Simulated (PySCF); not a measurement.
# C6H11ClOSi (SMILES CCC(=O)/C(Cl)=C/[SiH2]C): what the fields show

```yaml
atoms:
  - { symbol: C, position_ang: [-3.7871, 0.2891, -1.0166] }
  - { symbol: C, position_ang: [-2.7019, -0.1312, -0.0356] }
  - { symbol: C, position_ang: [-1.3317, 0.2899, -0.4999] }
  - { symbol: O, position_ang: [-1.1346, 0.9121, -1.5179] }
  - { symbol: C, position_ang: [-0.1803, -0.1119, 0.3568] }
  - { symbol: Cl, position_ang: [-0.5277, -0.9329, 1.8383] }
  - { symbol: C, position_ang: [1.0863, 0.1256, 0.0188] }
  - { symbol: Si, position_ang: [2.5754, -0.3953, 1.0566] }
  - { symbol: C, position_ang: [4.1259, 0.1524, 0.1157] }
  - { symbol: H, position_ang: [-3.8261, 1.3725, -1.0929] }
  - { symbol: H, position_ang: [-3.5720, -0.1086, -2.0052] }
  - { symbol: H, position_ang: [-4.7570, -0.0777, -0.6910] }
  - { symbol: H, position_ang: [-2.8782, 0.3084, 0.9495] }
  - { symbol: H, position_ang: [-2.6969, -1.2163, 0.0949] }
  - { symbol: H, position_ang: [1.2208, 0.6446, -0.9211] }
  - { symbol: H, position_ang: [2.4859, 0.2597, 2.3664] }
  - { symbol: H, position_ang: [2.5427, -1.8540, 1.2153] }
  - { symbol: H, position_ang: [4.1590, 1.2316, -0.0055] }
  - { symbol: H, position_ang: [5.0248, -0.1454, 0.6457] }
  - { symbol: H, position_ang: [4.1676, -0.2916, -0.8751] }
```

Geometry: GFN2-xTB.

Level of theory: PBE0/pcSseg-1, SCF density, gas phase, non-relativistic in PySCF.

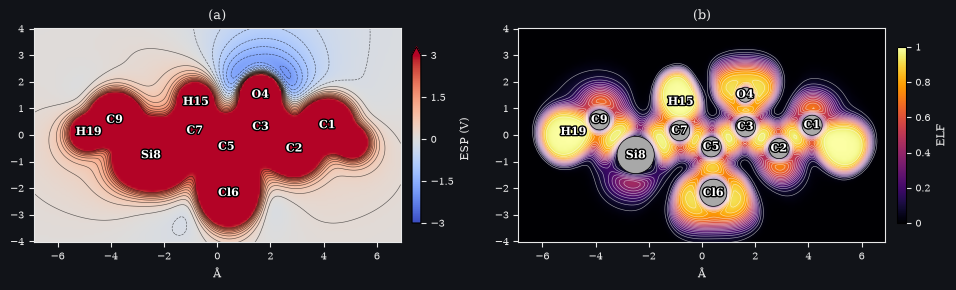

Figure 1. (a) molecular electrostatic potential; (b) electron localisation function on the plane of atoms C3, C5 and C7. Grey discs cover the atomic cores in the ELF map.

Describe what can be read from this map.

Answer. The section cuts through C, O, Cl, Si and H sites. C–O (1.21 Å): the ELF peaks at about 0.85 between the atoms: a multiple bond. C–C (1.33 Å): the ELF peaks at about 0.90 between the atoms; a multiple bond. C–Cl (1.73 Å): the ELF peaks at about 0.90 between the atoms, as expected for localised, covalent bonding. C–Si (1.89 Å): the ELF peaks at about 0.95 between the atoms, as expected for a shared electron pair. C–H (1.08 Å): the ELF climbs to about 1 towards the hydrogen, as it does in any bond to H; a covalent bond by its length. The ELF also peaks beside Cl6, away from the bonds: lone-pair regions. Outside the dense part of the molecule the potential is most negative (−1.9 V) near O4.

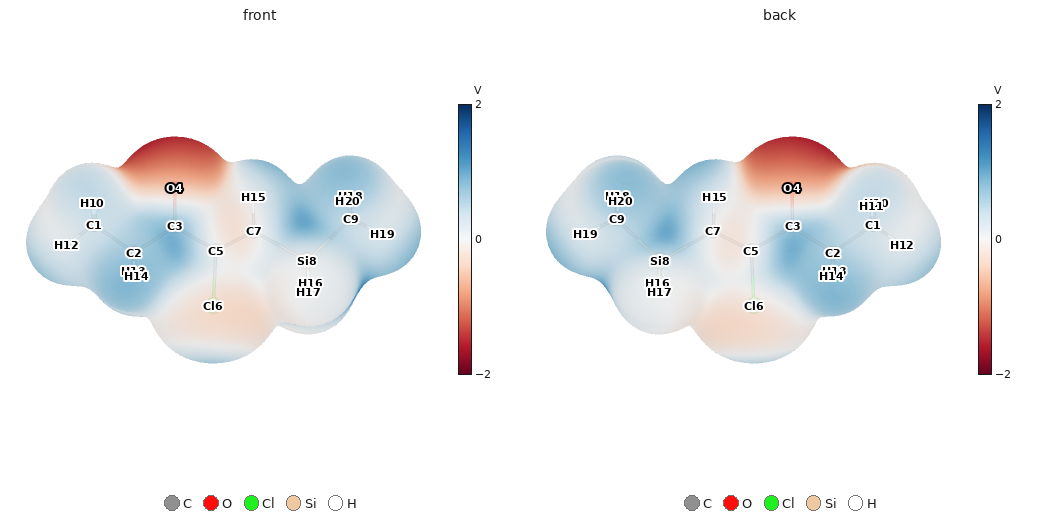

Figure 2. The molecular electrostatic potential painted on the density surface at 0.002 e/bohr³, seen from the front and from behind; the colour scale runs from red (negative) to blue (positive).

Describe the electrostatic potential map.

Answer. The most negative region (about −1.5 V) lies over O4, the most positive (about +1.1 V) over Si8. Cl6 shows a σ-hole: about +0.6 V at the tip opposite its bond, against about −0.1 V on its flanks. O4 is the likeliest acceptor of a hydrogen bond.

How polar is the molecule by this calculation?

Answer. Its dipole moment is 1.11 D.
